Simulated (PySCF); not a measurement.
Cd(OMe)(SMe), SMILES C[O][Cd][S]C (C2H6CdOS), singlet at its PBE0/def2-SVP optimised geometry (Å):

```
11

Cd    -0.7519     0.8880     0.0000
O      1.2214     0.8880     0.0000
C      2.0125    -0.2081     0.3216
H      1.8955    -1.0668    -0.3730
H      3.0781     0.0875     0.2725
H      1.8460    -0.6017     1.3466
S     -3.0781     1.0668     0.0000
C     -3.5376     0.4805    -1.6697
H     -3.1256     1.1167    -2.4650
H     -4.6342     0.5387    -1.7198
H     -3.2440    -0.5640    -1.8422
```

Method: PBE0/def2-TZVP, def2 effective core potentials past Kr in PySCF. The core electrons that the potentials of Cd replace are not part of the density. Cells within 0.4 Å of a nucleus heavier than hydrogen are left out (blank, or x).

Map of the electron localisation function on the plane z = 0.0 Å:

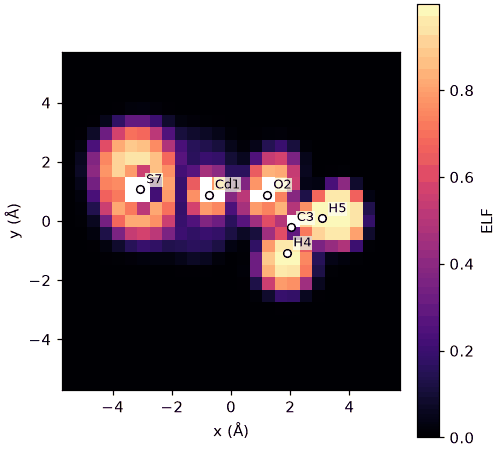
Figure. Electron localisation function on the plane z = 0.0 Å.
